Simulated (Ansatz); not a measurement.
The starting structures come from a database of crystals and need not be the phases stable at ambient conditions.

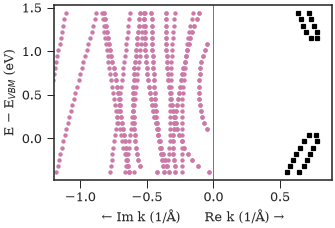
Complex bands at the centre of the two-dimensional zone; r2SCAN in Ansatz (a quantum-chemistry and plane-wave program)

No gap correction and no spin-orbit coupling; mid-gap values are interpolated between computed energies.

This is Bi₂S₂O (P4/nmm, not sure to be the ambient phase, 10 atoms a cell, 21.6 Å³ an atom) along the normal of (100). Read off the slowest decay at the centre of the two-dimensional zone at 0.59 eV, the computed energy nearest the middle of the gap.

κ ≈ 0.11 1/Å, a decay length 1/(2κ) of the density of 4.6 Å.
